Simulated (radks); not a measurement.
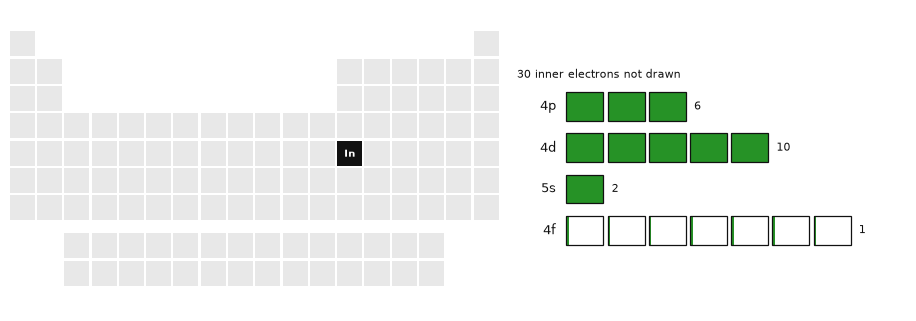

Figure 1. Left, the place of indium in the periodic table; right, the outer shells as the input fills them: a box for each of the 2l + 1 orbitals, shaded by the share of the shell that is filled, with the electron count at the right.

**In: atomic calculation**

- system: In, configuration [Kr] 4d10 5s2 4f1.
- method: Dirac Kohn-Sham, AM05, spin-unpolarised, spherical densities, finite nucleus (radks)

## Input file
```
Z 49
configuration [Kr] 4d10 5s2 4f1
relativity Dirac
functional am05,am05
spin unpolarised
j_filling energy
nucleus finite rms 4.6156 fm
c 137.035999084
```

Energies in input and log are in hartree, lengths in bohr (the nuclear radius in fm).

Hardware: 1 CPU thread, shared host.

The run was one of a batch that the task file lists, launched with:
```bash
python <driver script> task.json out
```

## The program's output
```
1s1/2   1   2.0000       -1018.32256593
2s1/2   1   2.0000        -152.64321414
2p1/2   1   2.0000        -142.41447849
2p3/2   1   4.0000        -134.67854477
3s1/2   1   2.0000         -29.12069468
3p1/2   1   2.0000         -24.99050288
3p3/2   1   4.0000         -23.59284724
3d3/2   1   4.0000         -16.27188048
3d5/2   1   6.0000         -15.98520075
4s1/2   1   2.0000          -4.59685616
4p1/2   1   2.0000          -3.24613966
4p3/2   1   4.0000          -3.00022026
4d3/2   1   4.0000          -0.91428366
4d5/2   1   6.0000          -0.88243210
5s1/2   1   2.0000          -0.48619390
4f5/2   1   1.0000          -0.01615939
4f7/2   1   0.0000          -0.03362275
Etot -5877.946827715609
Ekin 6174.709824825516
Encl -14259.114224851473
Eh 2361.2095264954573
Exc -154.75195418510992
err 0.0001363638487523775
it 170
```

## Outcome

```tsv
quantity	value
outcome	not converged
total energy	−5877.9468 hartree
kinetic energy	6174.7098 hartree
electron–nucleus energy	−14259.1142 hartree
Hartree energy	2361.2095 hartree
exchange–correlation energy	−154.751954 hartree
SCF iterations	170
wall time	1.5 s
```

## What went wrong

The run did not meet its convergence test in 170 iterations, so its last values are not results.
